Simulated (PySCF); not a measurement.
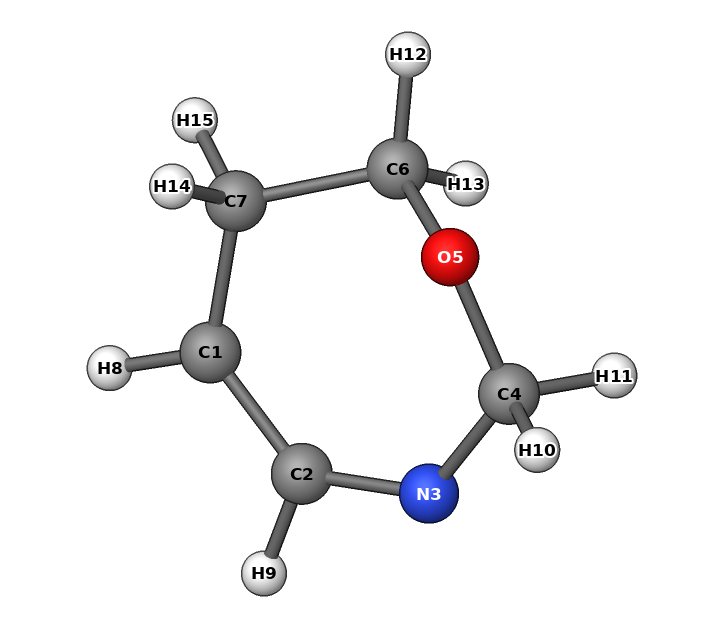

The questions are on Mulliken spin populations. Charge 0, doublet. The geometry was computed by an optimisation with GFN2-xTB. No frequency run is at hand to confirm it as a minimum. Level of theory: UKS B3LYP, pcH-1 on C H N O, non-relativistic (PySCF 2.14.0).

Which atom carries the largest spin population?

C1 (0.71 e).

Which atom has the lowest spin population?

C2 (−0.22 e); a negative value comes from spin polarisation.

Give the Mulliken spin populations atom by atom.

```csv
atom,value (e)
C1,0.71
C2,−0.22
N3,0.49
C4,−0.04
O5,0.00
C6,0.00
C7,−0.05
H8,−0.03
H9,0.01
H10,0.03
H11,0.04
H12,0.00
H13,0.00
H14,0.04
H15,0.01
```

Mulliken values depend strongly on the basis set.
